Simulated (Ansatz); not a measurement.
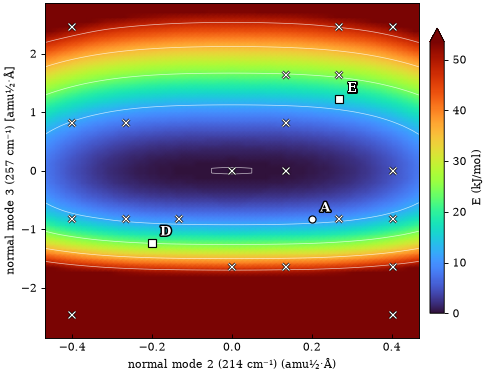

BrGaHS, SMILES [SH][Ga][Br], spin multiplicity 2. The first coordinate is: normal mode 2 (214 cm⁻¹); the second: normal mode 3 (257 cm⁻¹). Nothing is relaxed (straight displacements along the two mass-weighted modes). The grid has 15 × 15 points; 123 points were computed and 81 follow by symmetry. At 21 points there is no value. Points are written as (first, second). Energies: kJ/mol, counted from the lowest grid point. The calculation used UKS PBE-D4/def2-SVP (Ansatz 0.2.0).

The picture shows a smooth colour map with a few white contour lines, crosses at grid points without a value, one colour for all values above the top of the scale, lettered points. Between grid points the surface is interpolated.

Is E the lowest point of the computed grid?

No. E lies 16 kJ/mol above the lowest grid point, which is at (−0.067 amu½·Å, 0.00 amu½·Å).

What kind of point is each of A, D, E: minimum, saddle, maximum or slope?

A: on a slope; D: on a slope; E: on a slope. (In these two coordinates alone; a stationary point may lie a little off the grid point.)

Rank the lettered points by energy, lowest first.

A (10 kJ/mol), E (16 kJ/mol), D (23 kJ/mol).
